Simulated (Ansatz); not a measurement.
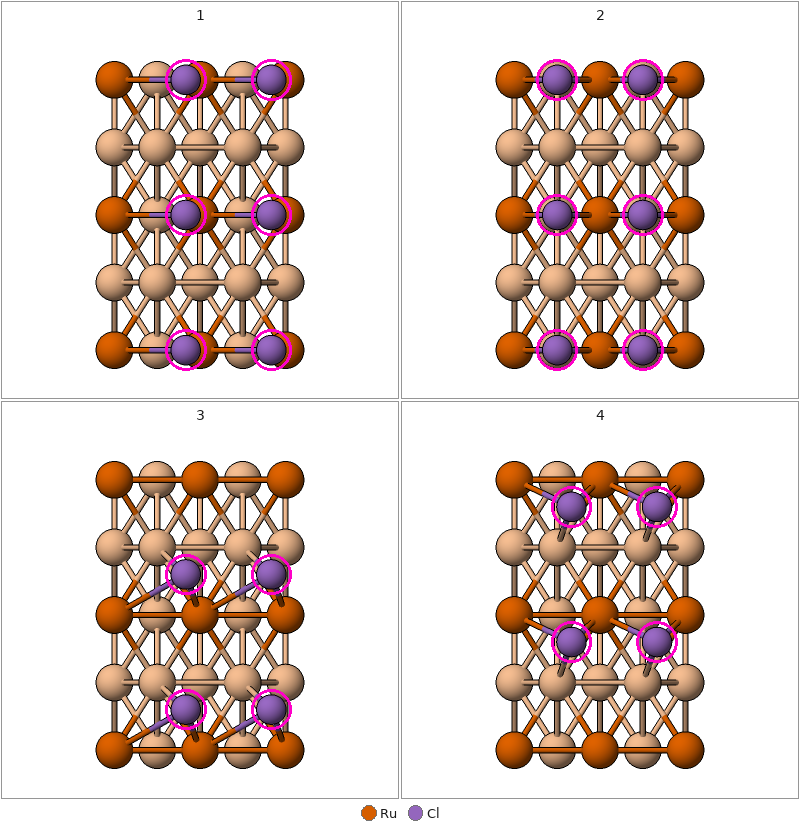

Cl on a Ru(100) slab cut from the P6_3/mmc phase, its upper half relaxed before the scan (6 atoms of substrate and one adsorbate in a 1 × 1 cell). Cl is moved over the surface cell; relaxed at each place: the height of the adsorbate's atoms; substrate rigid; the origin of the map has the adsorbate above Ru6. Places are given modulo a cell vector. The map is drawn in real space over the plane of the surface. The grid has 6 × 10 points; 24 points were computed and 36 follow by symmetry. Energies are in meV, from the lowest grid point. With one adsorbate in each 1 × 1 cell, its nearest image is 2.7 Å away, so neighbouring adsorbates interact. Computed with DFT PBE, scalar-relativistic, plane waves, PAW in Ansatz. Settings: cutoff 420 eV, k-mesh 10×6×1, gaussian smearing 0.1 eV, no spin polarisation.

The numbered pictures are structures from this grid. Rings mark the moved atoms.

> Rank them by energy, lowest first.

2, at a bridge site between two Ru atoms, over a third-layer Ru atom, (3/6, 0/10) of the cell vectors: 0 meV; 1, at (5/6, 0/10) of the cell vectors [nearest 1 Ru at 2.31 Å]: 142 meV; 3, at (5/6, 3/10) of the cell vectors [nearest 1 Ru at 2.32 Å]: 209 meV; 4, at (4/6, 8/10) of the cell vectors [nearest 1 Ru at 2.35 Å]: 238 meV.

The map, with the structures marked:

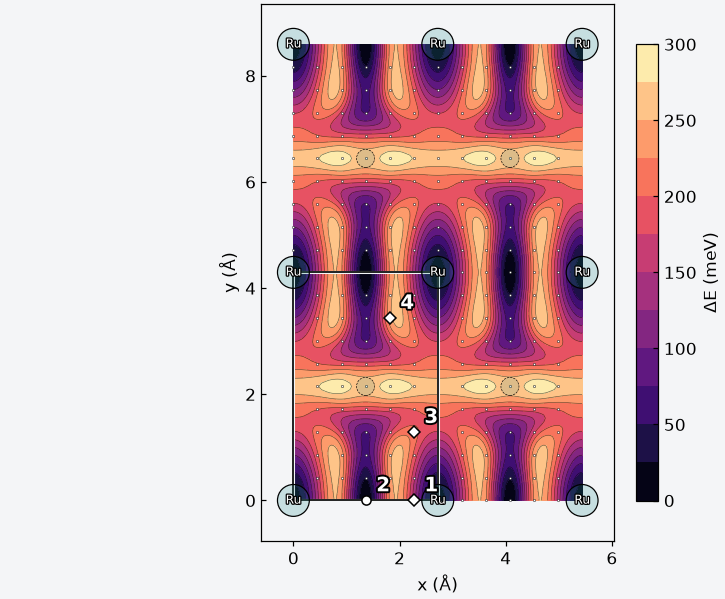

The picture shows filled contours, dots at the grid points, labelled circles for the atoms of the top layer and small ones for the second layer, the outline of one cell of the 2 × 2 shown. Between grid points the surface is interpolated.

PAW datasets: the set soft_1.
